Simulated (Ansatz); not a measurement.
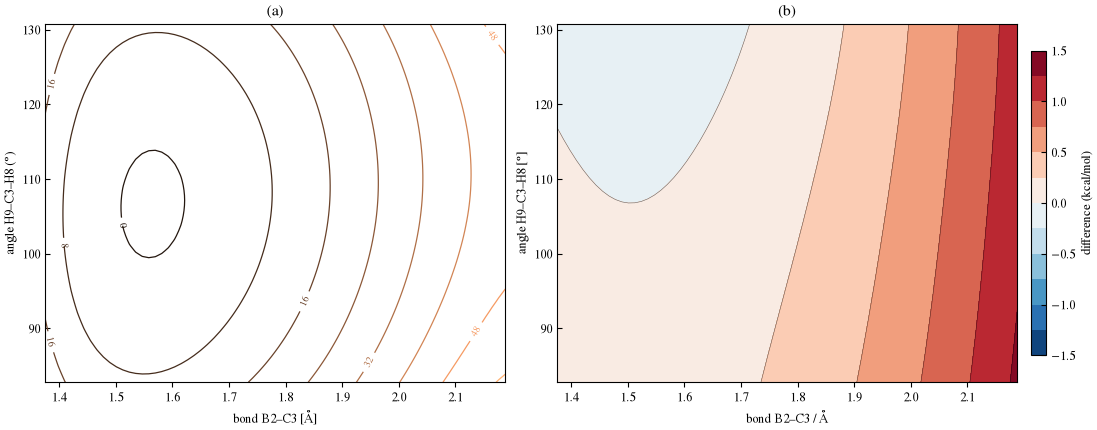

C₂H₆BF, SMILES CB(C)F. Two internal coordinates are moved rigidly from the geometry relaxed at PBE0-D4/def2-TZVP, all others fixed. The first coordinate is: bond B2–C3; the second: angle H9–C3–H8. The scan uses a 5 × 5 grid. Energies: kcal/mol, counted from each map's own lowest point. These are results of RKS r2SCAN-D4/def2-TZVPP in Ansatz, not measurements.

Panel (a): RKS r2SCAN-D4/def2-TZVPP (Ansatz). Panel (b): the map at RKS PBE0-D4/def2-TZVPP in Ansatz 0.2.0 less the map of (a), each from its own lowest point.

### How does the change of method alter the landscape?

The difference runs from −0.16 kcal/mol at bond B2–C3 = 1.509 Å, angle H9–C3–H8 = 130.8° to 1.3 kcal/mol at bond B2–C3 = 2.188 Å, angle H9–C3–H8 = 82.8°. The interpolated minimum moves from 1.5650 to 1.5645 Å in bond B2–C3 and 106.68 to 106.83° in angle H9–C3–H8.
